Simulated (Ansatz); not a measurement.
# revPBE/6-31G(d) (spherical functions) run of GaSiH7O (SMILES [SiH3][OH+][GaH3-])

What is the vertical ionisation energy of GaSiH7O at revPBE/6-31G* (spherical functions)? 

The results are computed with Ansatz 0.2.0.

67 further runs of the same task are left out: 1 that didn't finish, 66 set aside as unsound or not needed.

**1. The system as given**

GaSiH7O has 10 atoms, charge 0, and is taken as a singlet. SMILES: `[SiH3][OH+][GaH3-]`. Geometry: relaxed at PBE0-D4/def2-TZVP.

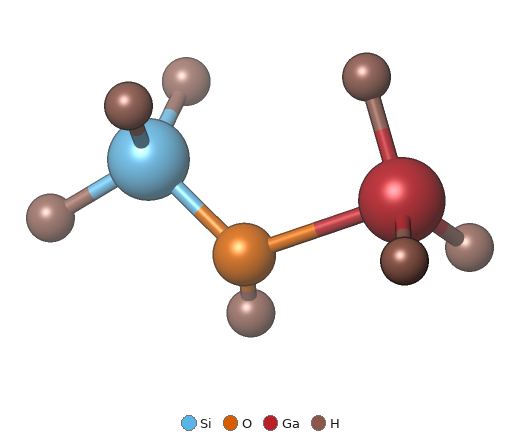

Viewed from a chosen angle; silicon blue, oxygen orange, gallium red, hydrogen brown.

**2. The energy at revPBE/6-31G(d) (spherical functions)**

File molecule.yaml:

```yaml
crystal:
  periodic: [false, false, false]
  atoms:
    - {symbol: Si, position_ang: [-0.484700, 0.680100, -1.289300]}
    - {symbol: O, position_ang: [-0.772200, -0.233700, 0.097500]}
    - {symbol: Ga, position_ang: [0.882100, -0.551000, 1.475200]}
    - {symbol: H, position_ang: [-1.767100, 0.740000, -2.035000]}
    - {symbol: H, position_ang: [0.556000, 0.040700, -2.124900]}
    - {symbol: H, position_ang: [-0.069600, 2.013200, -0.814500]}
    - {symbol: H, position_ang: [-1.323900, -1.014800, 0.010100]}
    - {symbol: H, position_ang: [0.306600, 0.146600, 2.760300]}
    - {symbol: H, position_ang: [1.885600, 0.253500, 0.552600]}
    - {symbol: H, position_ang: [0.870300, -2.125600, 1.370900]}
basis:
  gaussian:
    orbitals: 6-31G_st_-spherical.json
hamiltonian:
  xc: {name: revPBE}
accuracy: high
output: {orbitals: {seedname: orbitals}}
```

The basis set 6-31G* is read from a file made from the Basis Set Exchange's data (not shown).

Command:

```
$ ansatz run molecule.yaml --threads 1 --pin off --max-ram 3480MiB --events-out events.jsonl --progress --plain --runs-dir runs
```

The program printed:

```text
Warning: RAYON_NUM_THREADS=1 ignored (pool sized by the plan → 1); use --threads N
Functional definition: revPBE
  name "revPBE"
  parameter kappa = 1.245
  parameter beta = 0.06672455060314922
  exchange = pbe_x(kappa = kappa, mu = beta*pi^2/3)
  correlation = pbe_c(beta = beta)
1782 factors; integrals over basis functions are off by at most 4.7e-9 eV
mean field evaluation 1: about -62397.3987 eV, gradient 5.4e1 eV
mean field evaluation 2: about -62381.8159 eV, gradient 1.1e2 eV
mean field evaluation 4: about -62402.2007 eV, gradient 6.4e0 eV
mean field evaluation 8: about -62402.2305 eV, gradient 3.2e-2 eV
mean field evaluation 16: about -62402.2305 eV, gradient 1.6e-6 eV
mean field -62402.23052608 eV, -2293.2396740825 hartree, gradient 6.6e-8 eV, S^2 0.000000; 0 other end points of the search recorded, 0 dependent functions left out
reference -62402.23053275 eV, -2293.2396743274 hartree; 30, 30 occupied and 48, 48 virtual orbitals, 1782 factors
Total energy: -62402.23053275 eV, -2293.2396743274 hartree
```

Wall time 7.8 s (1 thread of Arm Neoverse V1, shared host); peak memory 0.21 GiB.

**3. The doublet cation, same level**

File in.yaml:

```yaml
basis:
  gaussian: {orbitals: 6-31G_st_-spherical.json}
crystal:
  periodic: [false, false, false]
  atoms:
    - {symbol: Si, position_ang: [-0.484700, 0.680100, -1.289300]}
    - {symbol: O, position_ang: [-0.772200, -0.233700, 0.097500]}
    - {symbol: Ga, position_ang: [0.882100, -0.551000, 1.475200]}
    - {symbol: H, position_ang: [-1.767100, 0.740000, -2.035000]}
    - {symbol: H, position_ang: [0.556000, 0.040700, -2.124900]}
    - {symbol: H, position_ang: [-0.069600, 2.013200, -0.814500]}
    - {symbol: H, position_ang: [-1.323900, -1.014800, 0.010100]}
    - {symbol: H, position_ang: [0.306600, 0.146600, 2.760300]}
    - {symbol: H, position_ang: [1.885600, 0.253500, 0.552600]}
    - {symbol: H, position_ang: [0.870300, -2.125600, 1.370900]}
total_charge: 1
magnetization: {spin_polarized: true, initial_magnetization: 1}
hamiltonian: {xc: {name: revPBE}}
accuracy: high
output: {orbitals: {seedname: orbitals}}
```

The basis set 6-31G* is read from a file made from the Basis Set Exchange's data (not shown).

Command:

```
$ ansatz run in.yaml --threads 1 --pin off --max-ram 3480MiB --events-out events.jsonl --progress --plain --runs-dir runs
```

The program printed:

```text
Warning: RAYON_NUM_THREADS=1 ignored (pool sized by the plan → 1); use --threads N
Functional definition: revPBE
  name "revPBE"
  parameter kappa = 1.245
  parameter beta = 0.06672455060314922
  exchange = pbe_x(kappa = kappa, mu = beta*pi^2/3)
  correlation = pbe_c(beta = beta)
1779 factors; integrals over basis functions are off by at most 4.7e-9 eV
mean field evaluation 1: about -62379.1470 eV, gradient 6.0e1 eV
mean field evaluation 2: about -62251.0951 eV, gradient 1.4e2 eV
mean field evaluation 4: about -62389.6828 eV, gradient 1.8e1 eV
mean field evaluation 8: about -62392.1271 eV, gradient 5.4e0 eV
mean field evaluation 16: about -62392.5597 eV, gradient 3.2e-1 eV
mean field evaluation 32: about -62392.4591 eV, gradient 3.4e-1 eV
mean field evaluation 64: about -62392.4959 eV, gradient 2.1e-1 eV
mean field -62392.57385123 eV, -2292.8847978274 hartree, gradient 1.3e-8 eV, S^2 0.754275; 7 other end points of the search recorded, 0 dependent functions left out
reference -62392.57385786 eV, -2292.8847980710 hartree; 30, 29 occupied and 48, 49 virtual orbitals, 1779 factors
Total energy: -62392.57385786 eV, -2292.8847980710 hartree
```

It took 33 s on 1 thread of Arm Neoverse V1, shared host; peak memory 0.28 GiB.

**4. Outcome**

Level: revPBE/6-31G* (spherical functions).

```
                                          quantity           value
                     singlet GaSiH7O: total energy  -2293.23967 Eh
                      singlet GaSiH7O: HOMO energy        -6.43 eV
                      singlet GaSiH7O: LUMO energy        -1.43 eV
                    singlet GaSiH7O: HOMO–LUMO gap         4.99 eV
                      doublet cation: total energy  -2292.88480 Eh
doublet cation: HOMO energy (highest over α and β)       -12.59 eV
                              doublet cation: ⟨S²⟩           0.754
vertical ionisation energy (to the doublet cation)        9.657 eV
```

In words: Removing an electron at fixed nuclei costs 9.66 eV (932 kJ/mol). The negative HOMO energy of the first species, 6.43 eV, lies 3.23 eV below that difference.
